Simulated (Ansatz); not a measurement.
# CH3FO (SMILES OCF) at 6 levels

We compute a comparison of 6 runs (UHF/STO-3G, PBE/STO-3G, UB3LYP/STO-3G, wB97X/STO-3G, BCCD(T)/STO-3G, FCI/STO-3G) of CH3FO. 

Program for the calculation: Ansatz 0.2.0.

68 further runs of the same task are left out: 2 that didn't finish, 66 set aside as unsound or not needed.

### 1 The structure to begin with

CH3FO: 6 atoms, total charge 0, spin state singlet. SMILES: `OCF`. The H4–O1 distance was set to 1.924 Å, away from the relaxed value. At this shape a bond of the SMILES string is far longer than usual.

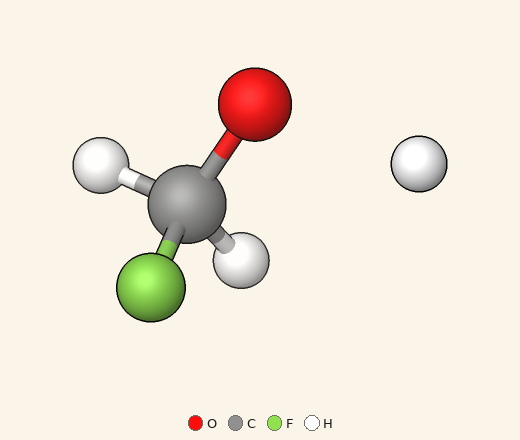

Viewed from a chosen angle; oxygen red, carbon grey, fluorine green, hydrogen white.

### 2 The energy at UHF/STO-3G (run 1)

in.yaml

```yaml
basis:
  gaussian:
    orbitals: STO-3G
crystal:
  periodic: [false, false, false]
  atoms:
    - {symbol: O, position_ang: [-0.659306, -0.899291, 0.683158]}
    - {symbol: C, position_ang: [0.384894, -0.153091, 1.161358]}
    - {symbol: F, position_ang: [0.040594, 1.181109, 1.254358]}
    - {symbol: H, position_ang: [-0.928700, -0.495100, -1.178000]}
    - {symbol: H, position_ang: [1.271494, -0.197191, 0.518058]}
    - {symbol: H, position_ang: [0.606794, -0.510891, 2.167858]}
total_charge: 0
magnetization:
  spin_polarized: true
hamiltonian:
  xc: hf
accuracy: high
```

Started as:

```sh
$ ansatz run in.yaml --threads 1 --pin off --max-ram 2610MiB --events-out events.jsonl --progress --plain --runs-dir runs
```

Standard output:

```text
Warning: RAYON_NUM_THREADS=1 ignored (pool sized by the plan → 1); use --threads N
Functional definition: HF
  name "HF"
  exchange = exact_x
  correlation = 0
321 factors; integrals over basis functions are off by at most 3.3e-8 eV
mean field evaluation 1: about -5729.3035 eV, gradient 2.4e1 eV
mean field evaluation 2: about -5729.4487 eV, gradient 2.4e1 eV
mean field evaluation 4: about -5734.4592 eV, gradient 2.7e0 eV
mean field evaluation 8: about -5734.5296 eV, gradient 4.5e-2 eV
mean field evaluation 16: about -5734.5297 eV, gradient 1.2e-3 eV
mean field evaluation 32: about -5738.3955 eV, gradient 1.8e-2 eV
mean field evaluation 64: about -5737.7337 eV, gradient 1.3e0 eV
mean field evaluation 96: about -5737.6343 eV, gradient 5.6e0 eV
mean field evaluation 128: about -5734.5297 eV, gradient 1.5e-7 eV
mean field -5738.37381320 eV, -210.8813480257 hartree, gradient 2.3e-8 eV, S^2 0.936090; 7 other end points of the search recorded, 0 dependent functions left out
reference -5738.37381320 eV, -210.8813480257 hartree; 13, 13 occupied and 5, 5 virtual orbitals, 321 factors
Total energy: -5738.37381320 eV, -210.8813480257 hartree
```

It took 0.26 s on 1 thread of Arm Neoverse V1, shared host.

### 3 A single-point energy at PBE/STO-3G (run 2)

run.yaml

```yaml
crystal:
  periodic: [false, false, false]
  atoms:
    - {symbol: O, position_ang: [-0.659306, -0.899291, 0.683158]}
    - {symbol: C, position_ang: [0.384894, -0.153091, 1.161358]}
    - {symbol: F, position_ang: [0.040594, 1.181109, 1.254358]}
    - {symbol: H, position_ang: [-0.928700, -0.495100, -1.178000]}
    - {symbol: H, position_ang: [1.271494, -0.197191, 0.518058]}
    - {symbol: H, position_ang: [0.606794, -0.510891, 2.167858]}
basis:
  gaussian: {orbitals: STO-3G}
magnetization: {spin_polarized: false}
hamiltonian: {xc: {name: PBE}}
accuracy: high
```

Started as:

```sh
$ ansatz run run.yaml --threads 1 --pin off --max-ram 2610MiB --events-out events.jsonl --progress --plain --runs-dir runs
```

Standard output:

```text
Warning: RAYON_NUM_THREADS=1 ignored (pool sized by the plan → 1); use --threads N
Functional definition: PBE
  name "PBE"
  parameter kappa = 0.804
  parameter beta = 0.06672455060314922
  exchange = pbe_x(kappa = kappa, mu = beta*pi^2/3)
  correlation = pbe_c(beta = beta)
321 factors; integrals over basis functions are off by at most 3.3e-8 eV
mean field evaluation 1: about -5756.3440 eV, gradient 1.6e1 eV
mean field evaluation 2: about -5752.2357 eV, gradient 3.8e1 eV
mean field evaluation 4: about -5757.1043 eV, gradient 3.1e0 eV
mean field evaluation 8: about -5757.1369 eV, gradient 9.0e-1 eV
mean field evaluation 16: about -5757.0645 eV, gradient 2.4e-5 eV
mean field -5757.06454989 eV, -211.5682199300 hartree, gradient 4.0e-8 eV, S^2 0.000000; 0 other end points of the search recorded, 0 dependent functions left out
reference -5757.06455158 eV, -211.5682199922 hartree; 13, 13 occupied and 5, 5 virtual orbitals, 321 factors
Total energy: -5757.06455158 eV, -211.5682199922 hartree
```

Run time: 1.2 s. Hardware: 1 thread of Arm Neoverse V1, shared host; peak memory 0.092 GiB.

Runs 3 to 5 aren't shown in full; the table further down has their settings and results.

### 4 A single-point energy at FCI/STO-3G (run 6)

input.yaml

```yaml
basis:
  gaussian:
    orbitals: STO-3G
crystal:
  periodic: [false, false, false]
  atoms:
    - symbol: O
      position_ang: [-0.659306, -0.899291, 0.683158]
    - symbol: C
      position_ang: [0.384894, -0.153091, 1.161358]
    - symbol: F
      position_ang: [0.040594, 1.181109, 1.254358]
    - symbol: H
      position_ang: [-0.928700, -0.495100, -1.178000]
    - symbol: H
      position_ang: [1.271494, -0.197191, 0.518058]
    - symbol: H
      position_ang: [0.606794, -0.510891, 2.167858]
magnetization:
  spin_polarized: false
  initial_magnetization: 0
accuracy: high
correlation:
  method: fci
  frozen_orbitals: {C: 1, F: 1, H: 0, O: 1}
```

Started as:

```sh
$ ansatz run input.yaml --threads 1 --pin off --max-ram 2610MiB --events-out events.jsonl --progress --plain --runs-dir runs
```

Standard output, shortened:

```text
Warning: RAYON_NUM_THREADS=1 ignored (pool sized by the plan → 1); use --threads N
[... 2 set-up lines as earlier in the session ...]
[...]
321 factors; integrals over basis functions are off by at most 3.3e-8 eV
[...]
mean field -5734.52966243 eV, -210.7400780907 hartree, gradient 1.6e-8 eV, S^2 0.000000; 0 other end points of the search recorded, 0 dependent functions left out; unrestricted orbitals would lower it
[...]
unrestricted determinant -5738.37381319 eV, -210.8813480252 hartree, S^2 0.9361
3 core orbitals not correlated: weight in the atoms' cores, before any rotation towards them, 1.000 or more for the frozen orbitals, at most 0.000 for the correlated occupied ones
reference -5734.52966243 eV, -210.7400780907 hartree; 10, 10 occupied and 5, 5 virtual orbitals, 321 factors
state -5741.81819284 eV, -211.0079266426 hartree
Total energy: -5741.81819284 eV, -211.0079266426 hartree
```

It took 66 s on 1 thread of Arm Neoverse V1, shared host; peak memory 0.72 GiB.

### 5 The series

```tsv
run	level	frozen core orbitals	energy (Eh)	wall time
1	UHF/STO-3G	–	-210.881348	0.26 s
2	PBE/STO-3G	–	-211.568220	1.2 s
3	UB3LYP/STO-3G	–	-211.793058	5.1 s
4	wB97X/STO-3G	–	-211.738112	5.1 s
5	BCCD(T)/STO-3G	3	-211.007047	0.26 s
6	FCI/STO-3G	3	-211.007927	66 s
```

### 6 Summary of results

| quantity | value |
| --- | --- |
| run 6: total energy | -211.00793 Eh |
| run 6: correlation energy (3 core orbitals frozen) | -267.8 mEh |

**Reading.** Against full CI in this basis: UHF +126.6 mEh; BCCD(T) +0.9 mEh. Totals of different functionals can't be ranked against each other. In run 5 the log says that unrestricted orbitals would lower the reference, so the values rest on an unstable closed-shell determinant (other closed-shell runs at this shape may share the fault). In runs 1, 2, 3, 4, 5, 6 the basis is minimal, so the values are rough. In runs 2, 4 a closed-shell determinant meets a far-stretched bond, which it describes badly. Spin contamination of the reference: run 1 ⟨S²⟩ = 0.94, run 3 ⟨S²⟩ = 0.71. Where it is this large, the reference is a mixture of spin states, and values that rest on it are in doubt. All runs together took 78 s, the longest 66 s.
